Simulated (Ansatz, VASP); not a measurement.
# Cross-check of MnPt between VASP and Ansatz

Aim: how closely do two programs agree when they are given the same cell, functional and k mesh? The cell comes out of earlier VASP steps on this material, which relaxed, scaled or displaced it; both programs get it as it stands.

Main program and level: Ansatz 0.2.0; plane waves, with VASP 6.6.1 beside it; relaxation of cell and atoms at PBEsol with D3(BJ).

### 1. Starting point

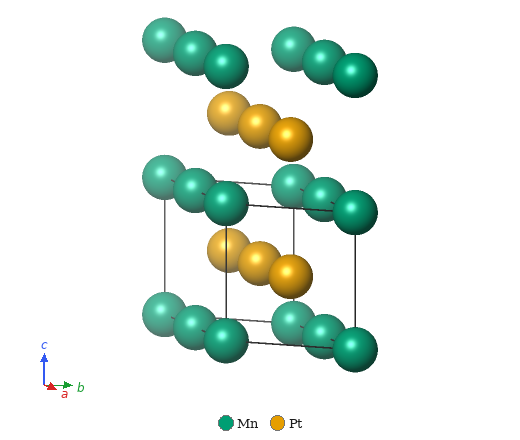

Start, viewed slightly off an axis; manganese teal, platinum orange. 1×1×2 cells are drawn. Some periodic images of atoms are drawn too.

### 2. VASP: relaxation of cell and atoms, PBEsol with D3(BJ)

The relaxed volume is the usual yardstick between codes: its relative difference is about their pressure difference at one cell divided by the bulk modulus.

Lines of VASP's logs that name or quote its potential files are left out, and so is its time.

File INCAR:

```
SYSTEM = MnPt
PREC = Accurate
ENCUT = 400
EDIFF = 1E-06
NELM = 100
ISMEAR = 1
SIGMA = 0.2
LREAL = .FALSE.
ALGO = Normal
GGA = PS
IVDW = 12
NBANDS = 31
ISPIN = 2
MAGMOM = 3.68 -3.68 0 0
LASPH = .TRUE.
LMAXMIX = 4
LORBIT = 11
LWAVE = .FALSE.
LCHARG = .FALSE.
KPAR = 4
IBRION = 2
NSW = 60
ISIF = 3
EDIFFG = -0.01
```

File POSCAR:

```
MnPt
1.0
    5.4411599127      0.0000000000      0.0000000000
    2.7205799563      2.7205799563      0.0000000000
    0.0000000000      0.0000000000      3.6542234887
Mn Pt
2 2
Direct
    0.0000000000      0.0000000000      0.0000000000
    0.5000000000      0.0000000000      0.0000000000
    0.0000000000      0.5000000000      0.5000000000
    0.5000000000      0.5000000000      0.5000000000
```

File KPOINTS:

```
Automatic mesh
0
Gamma
7 7 5
0 0 0
```

Potentials, in the order of the species: Mn_pv and Pt (PBE family, release 64).

Launch:

```
mpirun -np 4 vasp_std
```

Numbers of over 12 decimals in the logs are rounded to 6 here.

Log:

```text
[banner, memory and clock lines left out]
running    4 mpi-ranks, on    1 nodes
 distrk:  each k-point on    1 cores,    4 groups
 distr:  one band on    1 cores,    1 groups

 POSCAR found type information on POSCAR MnPt
 POSCAR found :  2 types and       4 ions
|                                                                             |
|               ----> ADVICE to this user running VASP <----                  |
|                                                                             |
|     You enforced a specific xc type in the INCAR file but a different       |
|     [... a line on the potential file left out ...]
|     I HOPE YOU KNOW WHAT YOU ARE DOING!                                     |
|                                                                             |

 LDA part: xc-table for (Slater+PW92), standard interpolation
 POSCAR, INCAR and KPOINTS ok, starting setup
 FFT: planning ... GRIDC
 FFT: planning ... GRID_SOFT
 FFT: planning ... GRID
 WAVECAR not read
 entering main loop
       N       E                     dE             d eps       ncg     rms          rms(c)
DAV:   1     0.421415748043E+03    0.42142E+03   -0.21516E+04  3944   0.148E+03
DAV:   2    -0.160519062414E+02   -0.43747E+03   -0.40877E+03  3944   0.428E+02
DAV:   3    -0.381091224680E+02   -0.22057E+02   -0.21114E+02  4149   0.108E+02
DAV:   4    -0.384578866606E+02   -0.34876E+00   -0.34811E+00  4105   0.135E+01
DAV:   5    -0.384642955470E+02   -0.64089E-02   -0.64086E-02  4266   0.194E+00    0.259E+01
DAV:   6    -0.381347102955E+02    0.32959E+00   -0.28997E+01  3880   0.598E+01    0.245E+01
DAV:   7    -0.353467469522E+02    0.27880E+01   -0.21225E+01  4289   0.583E+01    0.121E+01
DAV:   8    -0.349463776746E+02    0.40037E+00   -0.17722E+00  4114   0.139E+01    0.546E+00
DAV:   9    -0.349528062712E+02   -0.64286E-02   -0.30340E-01  4129   0.519E+00    0.293E+00
DAV:  10    -0.349431211652E+02    0.96851E-02   -0.59702E-02  4225   0.232E+00    0.154E+00
DAV:  11    -0.349481368889E+02   -0.50157E-02   -0.86495E-03  4014   0.835E-01    0.406E-01
DAV:  12    -0.349486285535E+02   -0.49166E-03   -0.15770E-03  4112   0.405E-01    0.190E-01
DAV:  13    -0.349486243235E+02    0.42300E-05   -0.31625E-04  4233   0.211E-01    0.797E-02
DAV:  14    -0.349486423045E+02   -0.17981E-04   -0.14232E-04  4398   0.122E-01    0.262E-02
DAV:  15    -0.349486407979E+02    0.15066E-05   -0.16998E-05  3797   0.418E-02    0.529E-03
DAV:  16    -0.349486407534E+02    0.44500E-07   -0.71691E-07  2007   0.601E-03
   1 F= -.37042904E+02 E0= -.37046139E+02  d E =-.370429E+02  mag=    -0.0000
 curvature:   0.00 expect dE= 0.000E+00 dE for cont linesearch  0.000E+00
 trial: gam= 0.00000 g(F)=  0.871E-59 g(S)=  0.456E-04 ort = 0.000E+00 (trialstep = 0.100E+01)
 search vector abs. value=  0.456E-04
 bond charge predicted
       N       E                     dE             d eps       ncg     rms          rms(c)
DAV:   1    -0.349472256618E+02    0.14151E-02   -0.17724E-02  3776   0.138E+00    0.324E-01
DAV:   2    -0.349467321266E+02    0.49354E-03   -0.60586E-03  3790   0.107E+00    0.364E-01
DAV:   3    -0.349461730772E+02    0.55905E-03   -0.19595E-03  4130   0.671E-01    0.916E-02
DAV:   4    -0.349461487401E+02    0.24337E-04   -0.18585E-04  4070   0.171E-01    0.307E-02
DAV:   5    -0.349461455094E+02    0.32308E-05   -0.12024E-05  3832   0.296E-02    0.185E-02
DAV:   6    -0.349461435624E+02    0.19470E-05   -0.33506E-06  4033   0.157E-02    0.632E-03
DAV:   7    -0.349461433816E+02    0.18078E-06   -0.40321E-07  1909   0.635E-03
   2 F= -.37042906E+02 E0= -.37046158E+02  d E =-.122481E-05  mag=     0.0000
 trial-energy change:   -0.000001  1 .order   -0.000001   -0.000046    0.000044
 step:   0.5084(harm=  0.5084)  dis= 0.00000  next Energy=   -37.042916 (dE=-0.116E-04)
 bond charge predicted
       N       E                     dE             d eps       ncg     rms          rms(c)
DAV:   1    -0.349476508767E+02   -0.15073E-02   -0.43090E-03  3776   0.679E-01    0.160E-01
DAV:   2    -0.349475289057E+02    0.12197E-03   -0.14902E-03  3804   0.534E-01    0.182E-01
DAV:   3    -0.349473922001E+02    0.13671E-03   -0.48099E-04  4130   0.332E-01    0.444E-02
DAV:   4    -0.349473853694E+02    0.68307E-05   -0.44104E-05  4056   0.826E-02    0.154E-02
DAV:   5    -0.349473846016E+02    0.76774E-06   -0.29192E-06  3458   0.146E-02
   3 F= -.37042918E+02 E0= -.37046163E+02  d E =-.137876E-04  mag=    -0.0000
 curvature:  -0.25 expect dE=-0.834E-06 dE for cont linesearch -0.246E-06
 trial: gam= 0.00000 g(F)=  0.134E-58 g(S)=  0.328E-05 ort =-0.664E-05 (trialstep = 0.902E+00)
 search vector abs. value=  0.328E-05
 reached required accuracy - stopping structural energy minimisation
```

Parts of OUTCAR (step 2):

```text
ion  position               nearest neighbor table
   1  0.000  0.000  0.000-   3 2.65   3 2.65   3 2.65   3 2.65   4 2.65   4 2.65   4 2.65   4 2.65
                             2 2.72   2 2.72   2 2.72   2 2.72
   2  0.500  0.000  0.000-   4 2.65   4 2.65   4 2.65   4 2.65   3 2.65   3 2.65   3 2.65   3 2.65
                             1 2.72   1 2.72   1 2.72   1 2.72
   3  0.000  0.500  0.500-   1 2.65   1 2.65   1 2.65   1 2.65   2 2.65   2 2.65   2 2.65   2 2.65
                             4 2.72   4 2.72   4 2.72   4 2.72
   4  0.500  0.500  0.500-   2 2.65   2 2.65   2 2.65   2 2.65   1 2.65   1 2.65   1 2.65   1 2.65
                             3 2.72   3 2.72   3 2.72   3 2.72

  LATTYP: Found a simple tetragonal cell.
 ALAT       =     3.8474810718
 C/A-ratio  =     0.9497703616

 Subroutine GETGRP returns: Found 16 space group operations
 (whereof 16 operations were pure point group operations)

The static configuration has the point symmetry D_4h.

 Found     30 irreducible k-points:

   k-points           NKPTS =     30   k-points in BZ     NKDIM =     30   number of bands    NBANDS=     31

   dimension x,y,z NGX =    36 NGY =   28 NGZ =   24
   dimension x,y,z NGXF=    72 NGYF=   56 NGZF=   48

   ENCUT  =  400.0 eV  29.40 Ry    5.42 a.u.   8.87  6.27  5.96*2*pi/ulx,y,z

   NELECT =      46.0000    total number of electrons

 k-points in reciprocal lattice and weights: Automatic mesh
   0.00000000  0.00000000  0.00000000       0.004
   0.14285714  0.00000000  0.00000000       0.016
   0.28571429  0.00000000  0.00000000       0.016
   0.42857143  0.00000000  0.00000000       0.016
   0.00000000  0.14285714  0.00000000       0.016
   0.42857143  0.14285714  0.00000000       0.033
  -0.42857143  0.14285714  0.00000000       0.033
   0.00000000  0.28571429  0.00000000       0.016
  -0.28571429  0.28571429  0.00000000       0.033
[...]
-0.28571429  0.28571429  0.40000000       0.065
   0.00000000  0.42857143  0.40000000       0.033

 Edisp (eV)   -2.09676

 average (electrostatic) potential at core
       1 -63.9684       2 -63.9684       3 -63.4044       4 -63.4044

 E-fermi :  11.1689

 spin component 1
 k-point     1 :       0.0000    0.0000    0.0000
  band No.  band energies     occupation
    ...
     17       9.2900      1.00000
     18       9.4886      1.00000
     19      10.3972      1.00000
     20      10.7375      1.00467
     21      10.7375      1.00467
     22      11.2922      0.07260
     23      12.1787     -0.00000
     24      12.1787     -0.00000
     25      12.3707     -0.00000
     26      12.4623     -0.00000
    ...

 k-point     2 :       0.1429    0.0000    0.0000
  band No.  band energies     occupation
    ...
     19      10.0802      1.00000
     20      10.0818      1.00000
     21      10.1547      1.00000
     22      10.7357      1.00451
     23      11.0800      0.83797
     24      11.9523     -0.00000
     25      12.4093     -0.00000
     26      12.4382     -0.00000
     27      12.5123     -0.00000
     28      13.1546     -0.00000
    ...

 k-point     3 :       0.2857    0.0000    0.0000
  band No.  band energies     occupation
    ...
     19       9.0877      1.00000
     20       9.2163      1.00000
     21       9.4190      1.00000
     22       9.6334      1.00000
     23      10.7319      1.00421
     24      11.5905     -0.00555
     25      11.8037     -0.00003
     26      12.0473     -0.00000
     27      12.3652     -0.00000
     28      13.1491     -0.00000
    ...

 k-point     4 :       0.4286    0.0000    0.0000
  band No.  band energies     occupation
    ...
     19       8.7457      1.00000
     20       8.7570      1.00000
     21       8.8532      1.00000
     22       9.5913      1.00000
     23      10.7294      1.00402
     24      11.3068      0.04372
     25      11.3379     -0.00074
     26      11.7299     -0.00027
     27      12.2626     -0.00000
     28      13.1450     -0.00000
    ...

 k-point     5 :       0.0000    0.1429    0.0000
  band No.  band energies     occupation
    ...
     19       9.3791      1.00000
     20       9.7537      1.00000
     21       9.9606      1.00000
     22      10.5549      1.00006
     23      10.8335      1.01957
     24      12.1888     -0.00000
     25      12.3308     -0.00000
     26      12.3710     -0.00000
     27      12.9027     -0.00000
     28      12.9622     -0.00000
    ...

 k-point     6 :       0.4286    0.1429    0.0000
  band No.  band energies     occupation
    ...
     19       8.9794      1.00000
     20       9.2302      1.00000
     21       9.4648      1.00000
     22       9.9138      1.00000
     23      10.4566      1.00000
     24      11.7757     -0.00008
     25      11.8224     -0.00002
     26      12.1080     -0.00000
     27      12.3374     -0.00000
     28      12.7952     -0.00000
    ...

 Edisp (eV)   -2.09553

  Total       0.00415     0.00415     0.01542    -0.00000    -0.00000     0.00000
  in kB       0.12285     0.12285     0.45700    -0.00000    -0.00000     0.00000
  external pressure =        0.23 kB  Pullay stress =        0.00 kB

  energy-cutoff  :      400.00
  volume of cell :       54.06
      direct lattice vectors                 reciprocal lattice vectors
     5.439741818  0.000000000 -0.000000000     0.183832254 -0.183832254 -0.000000000
     2.719870909  2.719870909 -0.000000000    -0.000000000  0.367664508  0.000000000
     0.000000000 -0.000000000  3.653935073     0.000000000 -0.000000000  0.273677550

 POSITION                                       TOTAL-FORCE (eV/Angst)
 -----------------------------------------------------------------------------------
      0.00000      0.00000     -0.00000         0.000000      0.000000      0.000000
      2.71987      0.00000     -0.00000        -0.000000     -0.000000      0.000000
      1.35994      1.35994      1.82697        -0.000000      0.000000      0.000000
      4.07981      1.35994      1.82697        -0.000000      0.000000      0.000000
 -----------------------------------------------------------------------------------
    total drift:                                0.000000      0.000000     -0.000000

  FREE ENERGIE OF THE ION-ELECTRON SYSTEM (eV)
  ---------------------------------------------------
  free  energy   TOTEN  =       -37.0429181843 eV

  energy  without entropy=      -37.0526528860  energy(sigma->0) =      -37.04616308

 reached required accuracy - stopping structural energy minimisation

 total charge
# of ion       s       p       d       tot
------------------------------------------
    1        0.340   6.316   4.979  11.636
    2        0.340   6.316   4.979  11.636
    3        0.735   0.721   8.088   9.544
    4        0.735   0.721   8.088   9.544
--------------------------------------------------
tot          2.150  14.075  26.136  42.361

 magnetization (x)
# of ion       s       p       d       tot
------------------------------------------
    1        0.027   0.055   3.382   3.465
    2       -0.027  -0.055  -3.382  -3.465
    3        0.000   0.000   0.000   0.000
    4        0.000   0.000   0.000   0.000
--------------------------------------------------
tot          0.000   0.000   0.000   0.000

[... 1 further part left out ...]
```

CONTCAR:

```
MnPt
   1.00000000000000
     5.4397418177102752    0.0000000000000261   -0.0000000000000000
     2.7198709088051638    2.7198709088051896   -0.0000000000000000
     0.0000000000000000   -0.0000000000000000    3.6539350731669660
  Mn              Pt
     2     2
Direct
     0.0000000000000000    0.0000000000000000    0.0000000000000000
     0.5000000000000000    0.0000000000000000    0.0000000000000000
     0.0000000000000000    0.5000000000000000    0.5000000000000000
     0.5000000000000000    0.5000000000000000    0.5000000000000000
```

(Continued in part 2 of 2.)

[Lines on the potential files, build, host, timing and source positions are cut from VASP's logs without a mark.]

[Logs are printed without paths, hosts, clocks, repeated set-up lines and the standing remarks that a program may print on its own settings, such as how far it seeks lower states.]

[Hosts, paths, dates, database ids (printed as entryN), source tags and the programs' standing remarks are cut or masked in the printed files.]
